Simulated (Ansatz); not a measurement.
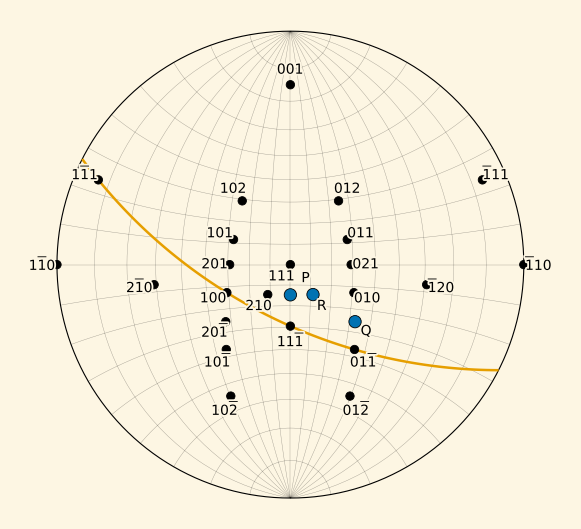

Stereographic projection of plane normals (upper hemisphere) centred on (1 1 1). Crystal: Zn, the geometry relaxed at fixed volume with Ansatz 0.2.0, DFT PBE, spin-orbit coupling, plane waves, PAW. Geometry calculated from the standardised cell; symmetry tolerance 0.002 Å.

a = 2.622 Å, b = 2.622 Å, c = 4.975 Å, α = 90.00°, β = 90.00°, γ = 120.00°.

### Index the poles marked P, Q, R.

P is (1 1 0), in four indices (1 1 −2 0), 14.8° from the centre; Q is (0 2 −1), in four indices (0 2 −2 −1), 40.6° from the centre; R is (1 2 0), in four indices (1 2 −3 0), 18.3° from the centre.

### Which zone does the coloured great circle trace?

The zone [0 1 1]: its poles satisfy k + l = 0.

### What is the angle between the normals of (0 1 −2) and (1 0 −1), and what are their d_hkl = 1/|g|?

52.0°; d = 1.677 Å and 2.065 Å.
